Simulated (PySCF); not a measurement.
# C3H6ClFSi: NMR shifts at several levels of theory, part 2 of 2

PySCF 2.14.0. Atoms count from 0. Earlier steps stand in the parts before.

### 8 NMR shieldings: KT2/pcSseg-1

Job settings and geometry (Å):

```
{"job": {"kind": "nmr", "xc": "KT2", "basis": "pcSseg-1", "pop": false}, "charge": 0, "multiplicity": 1}
F     -2.427373    -1.049868     0.042456
Si    -1.670725     0.391205     0.128389
C      0.026294     0.117193     0.887094
C      0.882395    -0.730294     0.011981
C      1.739778    -0.289183    -0.911928
Cl     2.026535     1.391138    -1.207866
H     -1.554711     0.929510    -1.253384
H     -2.496571     1.284345     0.990704
H      0.481973     1.109961     1.041335
H     -0.116475    -0.346563     1.876684
H      0.778628    -1.817357     0.092204
H      2.330986    -0.951628    -1.546237
```

Method: GIAO KT2/pcSseg-1 NMR shielding, non-relativistic, gas phase.

The program printed:

```text
coarse grid: 11312 points
cycle   1  E = -976.5604256684  dE =  4.618e-01  |g| = 7.687e-01  |ddm| = 3.173e+00
cycle   2  E = -976.2354419288  dE =  3.250e-01  |g| = 1.573e+00  |ddm| = 2.032e+00
cycle   3  E = -976.6588253862  dE = -4.234e-01  |g| = 1.760e-01  |ddm| = 1.605e+00
cycle   4  E = -976.6651955445  dE = -6.370e-03  |g| = 6.503e-02  |ddm| = 2.373e-01
cycle   5  E = -976.6661224013  dE = -9.269e-04  |g| = 2.517e-02  |ddm| = 7.585e-02
cycle   6  E = -976.6662342097  dE = -1.118e-04  |g| = 1.262e-02  |ddm| = 2.883e-02
cycle   7  E = -976.6662755672  dE = -4.136e-05  |g| = 3.241e-03  |ddm| = 1.330e-02
cycle   8  E = -976.6662779466  dE = -2.379e-06  |g| = 8.862e-04  |ddm| = 4.238e-03
final grid: 101136 points
cycle   9  E = -976.7393345470  dE = -1.020e-04  |g| = 3.399e-02  |ddm| = 4.570e-02
cycle  10  E = -976.7388653011  dE =  4.692e-04  |g| = 5.854e-02  |ddm| = 7.571e-02
cycle  11  E = -976.7395107037  dE = -6.454e-04  |g| = 6.229e-03  |ddm| = 5.560e-02
cycle  12  E = -976.7395155003  dE = -4.797e-06  |g| = 3.163e-03  |ddm| = 7.116e-03
cycle  13  E = -976.7395181577  dE = -2.657e-06  |g| = 5.396e-04  |ddm| = 3.022e-03
cycle  14  E = -976.7395182340  dE = -7.638e-08  |g| = 1.316e-04  |ddm| = 6.665e-04
cycle  15  E = -976.7395182377  dE = -3.698e-09  |g| = 3.611e-05  |ddm| = 1.872e-04
cycle  16  E = -976.7395182381  dE = -3.431e-10  |g| = 8.769e-06  |ddm| = 4.517e-05
converged SCF energy = -976.7395182381

GIAO shielding tensors (ppm)
atom      isotropic    diamagn.    paramagn.     s11        s22        s33       span
  0 F      384.789     469.661     -84.872    361.402    379.203    413.761     52.359
  1 Si     350.849     879.807    -528.958    298.121    335.657    418.770    120.649
  2 C      162.033     254.461     -92.428    146.889    166.063    173.146     26.257
  3 C       59.735     256.204    -196.469    -45.080     73.218    151.068    196.148
  4 C       61.174     254.079    -192.905    -23.743     92.132    115.132    138.874
  5 Cl     743.086    1149.624    -406.538    511.653    820.593    897.012    385.358
  6 H       25.990      28.553      -2.562     22.116     26.270     29.585      7.469
  7 H       25.770      27.533      -1.762     22.332     24.382     30.597      8.265
  8 H       29.048      30.633      -1.585     23.901     30.670     32.573      8.672
  9 H       29.183      29.737      -0.554     25.444     27.147     34.958      9.515
 10 H       25.279      31.168      -5.889     22.989     25.456     27.390      4.401
 11 H       25.228      29.030      -3.802     20.514     26.662     28.508      7.994
```

Wall time 28 s (1 thread of Arm Neoverse N1, shared host); peak memory 0.93 GiB.

This run: δ C3 123.5, C4 122.0, C2 21.2, F0 -246.2, H11 5.95, H10 5.90 ppm.

### 9 Nuclear shieldings: KT3/pcSseg-1

Settings changed since step 8:

```diff
@@ -1,2 +1,2 @@
-{"job": {"kind": "nmr", "xc": "KT2", "basis": "pcSseg-1", "pop": false}, "charge": 0, "multiplicity": 1}
+{"job": {"kind": "nmr", "xc": "KT3", "basis": "pcSseg-1", "pop": false}, "charge": 0, "multiplicity": 1}
 F     -2.427373    -1.049868     0.042456
```

Level: GIAO KT3/pcSseg-1 NMR shielding, non-relativistic, gas phase.

The program printed:

```text
coarse grid: 11312 points
cycle   1  E = -975.7513538586  dE =  4.438e-01  |g| = 7.901e-01  |ddm| = 3.187e+00
cycle   2  E = -975.4337188113  dE =  3.176e-01  |g| = 1.566e+00  |ddm| = 2.076e+00
cycle   3  E = -975.8563091280  dE = -4.226e-01  |g| = 1.790e-01  |ddm| = 1.623e+00
cycle   4  E = -975.8629120805  dE = -6.603e-03  |g| = 6.795e-02  |ddm| = 2.454e-01
cycle   5  E = -975.8638508681  dE = -9.388e-04  |g| = 3.267e-02  |ddm| = 8.246e-02
cycle   6  E = -975.8640692179  dE = -2.183e-04  |g| = 1.324e-02  |ddm| = 3.443e-02
cycle   7  E = -975.8641151627  dE = -4.594e-05  |g| = 3.250e-03  |ddm| = 1.423e-02
cycle   8  E = -975.8641175615  dE = -2.399e-06  |g| = 8.689e-04  |ddm| = 4.290e-03
final grid: 101136 points
cycle   9  E = -975.9265737745  dE = -1.303e-04  |g| = 3.368e-02  |ddm| = 5.161e-02
cycle  10  E = -975.9262283977  dE =  3.454e-04  |g| = 5.441e-02  |ddm| = 6.740e-02
cycle  11  E = -975.9267211596  dE = -4.928e-04  |g| = 6.848e-03  |ddm| = 4.847e-02
cycle  12  E = -975.9267277034  dE = -6.544e-06  |g| = 2.638e-03  |ddm| = 6.897e-03
cycle  13  E = -975.9267294539  dE = -1.751e-06  |g| = 6.417e-04  |ddm| = 2.588e-03
cycle  14  E = -975.9267295727  dE = -1.188e-07  |g| = 8.300e-05  |ddm| = 7.807e-04
cycle  15  E = -975.9267295739  dE = -1.225e-09  |g| = 3.773e-05  |ddm| = 1.429e-04
cycle  16  E = -975.9267295743  dE = -3.856e-10  |g| = 9.610e-06  |ddm| = 5.276e-05
converged SCF energy = -975.9267295743

GIAO shielding tensors (ppm)
atom      isotropic    diamagn.    paramagn.     s11        s22        s33       span
  0 F      385.972     469.879     -83.907    366.244    380.115    411.558     45.314
  1 Si     361.977     879.143    -517.166    312.224    349.230    424.477    112.253
  2 C      162.057     253.626     -91.570    147.969    165.855    172.346     24.377
  3 C       60.428     255.249    -194.821    -43.680     74.652    150.310    193.990
  4 C       61.668     252.939    -191.270    -22.686     92.656    115.035    137.721
  5 Cl     742.256    1149.721    -407.465    511.863    808.908    905.998    394.135
  6 H       26.372      28.886      -2.514     22.564     26.610     29.943      7.379
  7 H       26.153      27.789      -1.636     22.748     24.758     30.954      8.206
  8 H       29.215      30.706      -1.491     24.180     30.779     32.686      8.505
  9 H       29.397      29.860      -0.463     25.710     27.354     35.128      9.418
 10 H       25.450      31.446      -5.996     23.192     25.540     27.619      4.427
 11 H       25.378      29.221      -3.843     20.757     26.864     28.513      7.757
```

Run time: 28 s. Hardware: 1 thread of Arm Neoverse N1, shared host; peak memory 0.93 GiB.

This run: δ C3 121.9, C4 120.6, C2 20.2, F0 -236.5, H11 5.94, H10 5.87 ppm.

### 10 Shielding tensors: B97-D/pcSseg-1

Settings changed since step 9:

```diff
@@ -1,2 +1,2 @@
-{"job": {"kind": "nmr", "xc": "KT3", "basis": "pcSseg-1", "pop": false}, "charge": 0, "multiplicity": 1}
+{"job": {"kind": "nmr", "xc": "B97-D", "basis": "pcSseg-1", "pop": false}, "charge": 0, "multiplicity": 1}
 F     -2.427373    -1.049868     0.042456
```

Method: GIAO B97-D/pcSseg-1 NMR shielding, non-relativistic, gas phase.

The program printed:

```text
coarse grid: 11312 points
cycle   1  E = -967.2204028097  dE =  4.097e-01  |g| = 7.327e-01  |ddm| = 3.208e+00
cycle   2  E = -966.9681155786  dE =  2.523e-01  |g| = 1.428e+00  |ddm| = 1.768e+00
cycle   3  E = -967.3137813135  dE = -3.457e-01  |g| = 1.695e-01  |ddm| = 1.330e+00
cycle   4  E = -967.3197785641  dE = -5.997e-03  |g| = 6.125e-02  |ddm| = 2.216e-01
cycle   5  E = -967.3204333608  dE = -6.548e-04  |g| = 3.702e-02  |ddm| = 7.812e-02
cycle   6  E = -967.3207422934  dE = -3.089e-04  |g| = 1.033e-02  |ddm| = 3.485e-02
cycle   7  E = -967.3207700075  dE = -2.771e-05  |g| = 2.876e-03  |ddm| = 1.206e-02
cycle   8  E = -967.3207718469  dE = -1.839e-06  |g| = 7.187e-04  |ddm| = 3.606e-03
final grid: 101136 points
cycle   9  E = -967.3320957678  dE = -1.430e-06  |g| = 2.709e-02  |ddm| = 3.588e-02
cycle  10  E = -967.3317900149  dE =  3.058e-04  |g| = 4.908e-02  |ddm| = 5.856e-02
cycle  11  E = -967.3322097036  dE = -4.197e-04  |g| = 3.844e-03  |ddm| = 4.128e-02
cycle  12  E = -967.3322114864  dE = -1.783e-06  |g| = 2.248e-03  |ddm| = 4.406e-03
cycle  13  E = -967.3322127768  dE = -1.290e-06  |g| = 3.718e-04  |ddm| = 2.042e-03
cycle  14  E = -967.3322128143  dE = -3.757e-08  |g| = 6.590e-05  |ddm| = 4.781e-04
cycle  15  E = -967.3322128151  dE = -7.876e-10  |g| = 2.633e-05  |ddm| = 1.029e-04
converged SCF energy = -967.3322128151

GIAO shielding tensors (ppm)
atom      isotropic    diamagn.    paramagn.     s11        s22        s33       span
  0 F      386.522     469.314     -82.792    366.873    381.707    410.987     44.114
  1 Si     343.919     877.823    -533.903    294.383    332.931    404.444    110.061
  2 C      158.424     253.185     -94.761    144.018    162.547    168.706     24.688
  3 C       51.983     255.441    -203.457    -57.347     65.130    148.168    205.515
  4 C       53.222     252.882    -199.660    -35.583     84.497    110.754    146.337
  5 Cl     726.188    1148.665    -422.477    489.342    795.378    893.842    404.500
  6 H       26.425      29.010      -2.585     22.614     26.665     29.997      7.383
  7 H       26.210      27.899      -1.690     22.783     24.819     31.027      8.244
  8 H       29.313      30.705      -1.392     24.322     30.963     32.653      8.331
  9 H       29.500      29.815      -0.315     25.933     27.497     35.071      9.138
 10 H       25.455      31.322      -5.868     23.328     25.346     27.690      4.362
 11 H       25.396      29.085      -3.689     20.941     26.914     28.333      7.392
```

Wall time 27 s (1 thread of Arm Neoverse N1, shared host); peak memory 0.75 GiB.

In short: δ C3 127.2, C4 125.9, C2 20.7, F0 -231.8, H11 6.01, H10 5.96 ppm.

### 11 Nuclear shieldings: B3LYP/pcSseg-1

Settings changed since step 10:

```diff
@@ -1,2 +1,2 @@
-{"job": {"kind": "nmr", "xc": "B97-D", "basis": "pcSseg-1", "pop": false}, "charge": 0, "multiplicity": 1}
+{"job": {"kind": "nmr", "xc": "B3LYP", "basis": "pcSseg-1", "pop": false}, "charge": 0, "multiplicity": 1}
 F     -2.427373    -1.049868     0.042456
```

With the program's defaults for keys left out, this is: GIAO B3LYP/pcSseg-1 NMR shielding, non-relativistic, gas phase.

The program printed:

```text
coarse grid: 11312 points
cycle   1  E = -967.3865804302  dE =  4.633e-01  |g| = 6.345e-01  |ddm| = 3.146e+00
cycle   2  E = -967.2937681232  dE =  9.281e-02  |g| = 1.009e+00  |ddm| = 1.215e+00
cycle   3  E = -967.4578034959  dE = -1.640e-01  |g| = 9.082e-02  |ddm| = 7.901e-01
cycle   4  E = -967.4594198691  dE = -1.616e-03  |g| = 3.293e-02  |ddm| = 1.132e-01
cycle   5  E = -967.4596368847  dE = -2.170e-04  |g| = 1.363e-02  |ddm| = 3.345e-02
cycle   6  E = -967.4596748826  dE = -3.800e-05  |g| = 4.413e-03  |ddm| = 1.262e-02
cycle   7  E = -967.4596794715  dE = -4.589e-06  |g| = 1.099e-03  |ddm| = 4.483e-03
final grid: 101136 points
cycle   8  E = -967.4984746000  dE = -1.742e-05  |g| = 5.427e-03  |ddm| = 1.610e-02
cycle   9  E = -967.4984658191  dE =  8.781e-06  |g| = 7.934e-03  |ddm| = 1.183e-02
cycle  10  E = -967.4984819200  dE = -1.610e-05  |g| = 9.408e-04  |ddm| = 7.863e-03
cycle  11  E = -967.4984821146  dE = -1.946e-07  |g| = 2.716e-04  |ddm| = 8.841e-04
cycle  12  E = -967.4984821320  dE = -1.740e-08  |g| = 6.450e-05  |ddm| = 2.930e-04
cycle  13  E = -967.4984821328  dE = -7.899e-10  |g| = 2.553e-05  |ddm| = 7.304e-05
converged SCF energy = -967.4984821328

GIAO shielding tensors (ppm)
atom      isotropic    diamagn.    paramagn.     s11        s22        s33       span
  0 F      390.363     469.625     -79.261    371.667    385.995    413.428     41.762
  1 Si     334.099     876.684    -542.584    285.532    323.667    393.099    107.567
  2 C      158.897     252.827     -93.930    144.732    162.709    169.251     24.519
  3 C       44.679     255.454    -210.776    -74.274     58.937    149.373    223.647
  4 C       47.276     252.571    -205.296    -52.037     81.589    112.275    164.313
  5 Cl     740.126    1147.786    -407.660    503.955    803.454    912.970    409.014
  6 H       26.447      28.797      -2.350     22.631     26.669     30.043      7.412
  7 H       26.251      27.778      -1.527     22.796     24.826     31.131      8.335
  8 H       29.368      30.614      -1.246     24.211     31.023     32.871      8.661
  9 H       29.536      29.794      -0.258     25.894     27.409     35.305      9.411
 10 H       25.378      31.182      -5.804     23.171     25.174     27.789      4.618
 11 H       25.362      29.009      -3.647     20.871     27.071     28.142      7.271
```

Run time: 18 s. Hardware: 1 thread of Arm Neoverse N1, shared host; peak memory 0.84 GiB.

This run: δ C3 134.6, C4 132.0, C2 20.3, F0 -218.4, H11 6.02, H10 6.00 ppm.

### 12 Side by side: NMR shifts

Shifts (ppm) of some atoms, chosen among heavy atoms and hydrogens apart, means over like atoms, with basis size and wall time:

| run | C3 | C4 | H6 | H8 | F0 | Si1 | Cl5 | functions | time |
| --- | --- | --- | --- | --- | --- | --- | --- | --- | --- |
| HF/pcSseg-1 | 137.2 | 129.3 | 4.56 | 1.71 | -169.1 | -2.4 | 109 | 146 | 9.8 s |
| LDA/pcSseg-1 | 136.1 | 134.7 | 5.63 | 2.16 | -243.3 | 18.8 | 238 | 146 | 22 s |
| PBE/pcSseg-1 | 130.7 | 129.3 | 5.35 | 2.07 | -237.5 | 9.4 | 215 | 146 | 26 s |
| BLYP/pcSseg-1 | 131.8 | 130.7 | 5.20 | 2.00 | -234.5 | 3.1 | 214 | 146 | 26 s |
| BP86/pcSseg-1 | 131.0 | 129.5 | 5.32 | 2.06 | -238.2 | 9.1 | 212 | 146 | 27 s |
| OPBE/pcSseg-1 | 125.0 | 123.6 | 5.24 | 2.09 | -232.0 | 8.8 | 200 | 146 | 29 s |
| KT2/pcSseg-1 | 123.5 | 122.0 | 5.30 | 2.06 | -246.2 | 10.2 | 200 | 146 | 28 s |
| KT3/pcSseg-1 | 121.9 | 120.6 | 5.06 | 2.01 | -236.5 | 3.5 | 192 | 146 | 28 s |
| B97-D/pcSseg-1 | 127.2 | 125.9 | 5.09 | 2.00 | -231.8 | 3.3 | 199 | 146 | 27 s |
| B3LYP/pcSseg-1 | 134.6 | 132.0 | 5.03 | 1.93 | -218.4 | 3.8 | 190 | 146 | 18 s |

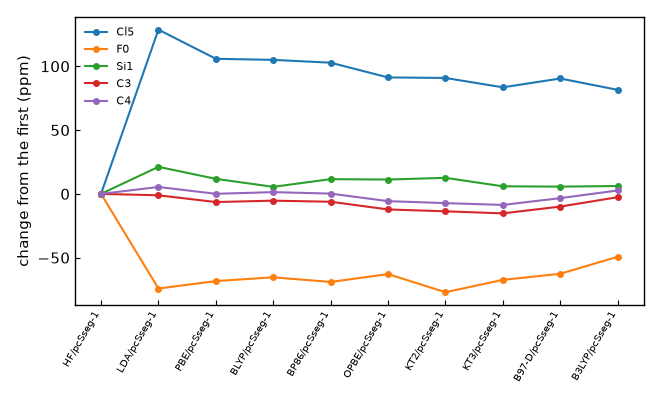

How five of the tabulated atoms move from run to run.

### 13 Outcome

What follows sums up all 2 parts.

```
                                                            quantity                       value
                                13C shifts against TMS (HF/pcSseg-1)      137.2, 129.3, 14.0 ppm
1H shifts against TMS (HF/pcSseg-1, means over atoms taken as alike)  6.13, 6.03, 4.56, 1.71 ppm
                              19F shifts against CFCl3 (HF/pcSseg-1)                  -169.1 ppm
                               29Si shifts against TMS (HF/pcSseg-1)                    -2.4 ppm
                               35Cl shifts against HCl (HF/pcSseg-1)                     109 ppm
                                           range of the shift of Cl5              109 to 238 ppm
```

**Reading.** Single values in the summary come from the first sound run of each kind (HF/pcSseg-1), which need not be the best level. At HF/pcSseg-1: The largest span, 335 ppm, is at Cl5, where the paramagnetic term is -300 ppm. Across the 10 runs the shift of Cl5 moves most, between 109 (HF/pcSseg-1) and 238 ppm (LDA/pcSseg-1).
